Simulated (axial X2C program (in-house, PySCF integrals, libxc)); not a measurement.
# Relativistic diatomic calculation, with input and output: IrSe⁺

System: IrSe⁺, single determinant with M_S = 2 and |Λ| = 2.
Method: PBE0, spin-free X2C-1e, Ir dyall-cv3z, Se dyall-cv3z (cores contracted) (axial X2C program (in-house, PySCF integrals, libxc)).

Input file:
```
{"zs": [77, 34], "q": 1, "bas": ["dyall-cv3z", "dyall-cv3z"], "levels": ["PBE0", "HF", "B97-3"], "cc": true, "r0": 2.22, "thr": -2.0, "nmax": 90, "npts": 10, "nst": 2, "ntry": 6}
```

The line is the task of a batch: nuclear charges, charge, bases, the levels to run, a first guess of the distance and further settings. This report covers PBE0 without spin-orbit coupling. The log is that of the reference distance 2.223 Å.

The run was one of a batch that the task file lists, launched with:
```bash
python <driver script> task.json out
```

Output:
```
spin-free X2C-1e  PBE0
basis functions 280  fitting functions 1470  grid points 5798
iter        total energy     max residual
   1     -20258.893178581     5.58e+00
   2     -20258.928137800     2.19e-03
   3     -20258.928139147     5.37e-04
   4     -20258.928140259     1.61e-04
   5     -20258.928140405     1.69e-04
   6     -20258.928140668     6.00e-05
   7     -20258.928140681     1.98e-05
   8     -20258.928140683     5.09e-06
converged
one-electron -29046.65538470  Coulomb 8605.53451501  exact exchange -108.53056505  xc functional -332.48225618  nuclear repulsion 623.20555024
```

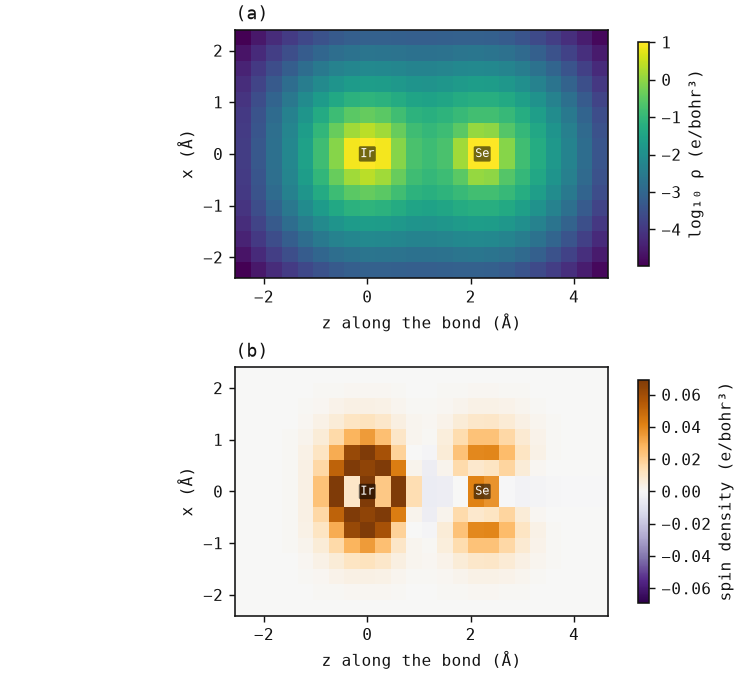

Figure 1. (a) electron density on a logarithmic scale; (b) spin density, in a plane that holds the axis, at 2.22 Å, on points 0.3 Å apart (one half computed, the other mirrored); the structure near the nuclei is finer than these points.

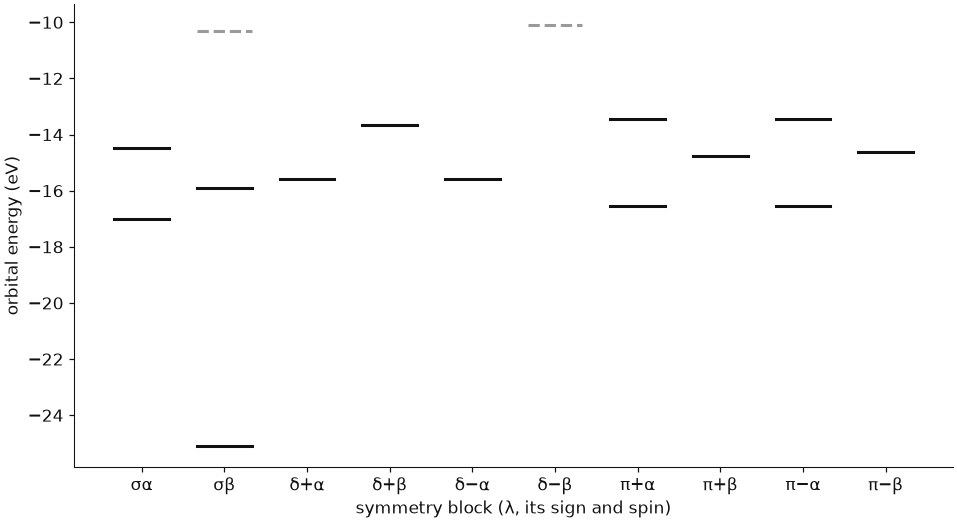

Figure 2. Orbital energies near the frontier at 2.22 Å, filled (solid) and empty (dashed); a label such as π−α means λ = −1 and α spin. The highest filled orbital (π−α; 58 % Se p, 30 % Ir d) lies at −13.46 eV, the lowest empty one (σβ; 50 % Ir d, 37 % Ir s) at −10.32 eV.

What the run reported:

- outcome: not converged in a step after the SCF shown
- largest ⟨S²⟩ along the curve: 6.01
- hardware: 1 thread of INTEL XEON PLATINUM @ 2.10GHz (Emerald Rapids), 24 GiB of memory available, shared host
- wall time: 7 s
- peak memory: 0.94 GiB

What went wrong:

The SCF whose log is shown converged, but a later step did not. The run therefore gave no full result.
